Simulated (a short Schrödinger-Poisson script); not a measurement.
System: gated Al0.4Ga0.6N/GaN polarisation-induced gas, at 20 K.

```
layer     material  thickness (nm)  Na (cm⁻³)
-----  -----------  --------------  ---------
1      Al0.4Ga0.6N              10          -
2              GaN            6000       7e15
```

Constants are typed, rounded textbook-type inputs, not results; the design itself was drawn at random and stands for no fabricated device. Al0.4Ga0.6N: permittivity 9.26, conduction-band edge (eV) 0.58, gap (eV) 4.258, electron mass (mₑ) 0.248, Nv at 300 K (cm⁻³) 4.6e19. GaN: permittivity 9.5, conduction-band edge (eV) 0, gap (eV) 3.43, Nv at 300 K (cm⁻³) 4.6e19.

Channel valleys (confinement mass, in-plane density-of-states mass, number): Γ 0.2, 0.2, 1. At the gate the conduction-band edge of layer 1 lies 1.36 eV − eVg above the Fermi level of the channel; the field vanishes at the back. Sheet of polarisation charge: +2e13 e/cm² at 10 nm from the gate. The barrier under the gate holds no holes. Gaps are held at their typed values at every temperature. Mesh 0.08 nm at interfaces.

From a short Schrödinger-Poisson script (our own, NumPy): 1D Poisson equation in equilibrium, electrons quantum, Hartree (BenDaniel-Duke, 40 states a valley, the channel's in-plane mass for all, wave functions free to enter the barrier), parabolic valleys, classical holes, full ionisation, no traps, pinning or gate leakage.

Only gate voltages with over 1e8 electrons/cm² are shown.

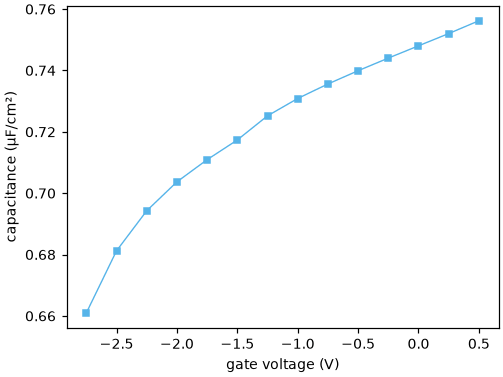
Figure: Quasi-static capacitance against gate voltage

```tsv
Vg (V)	electrons (cm⁻²)	in the channel layer	C (μF/cm²)	Γ E0 (meV)	Γ E1 (meV)
0.5	1.56e13	1.44e13	0.756	-168.7	-17.6
0.25	1.44e13	1.34e13	0.752	-157.4	-14.8
0	1.32e13	1.24e13	0.748	-146.0	-12.1
-0.25	1.20e13	1.14e13	0.744	-134.6	-9.5
-0.5	1.09e13	1.04e13	0.740	-123.2	-7.1
-0.75	9.74e12	9.32e12	0.736	-111.7	-4.8
-1	8.59e12	8.27e12	0.731	-100.1	-2.4
-1.25	7.46e12	7.21e12	0.725	-88.3	0.6
-1.5	6.33e12	6.16e12	0.717	-75.8	6.3
-1.75	5.22e12	5.10e12	0.711	-62.5	14.7
-2	4.12e12	4.04e12	0.704	-49.3	22.7
-2.25	3.03e12	2.98e12	0.694	-36.2	30.2
-2.5	1.95e12	1.93e12	0.681	-23.4	36.8
-2.75	9.04e11	8.98e11	0.661	-10.8	42.2
```

Subbands count from the Fermi level.
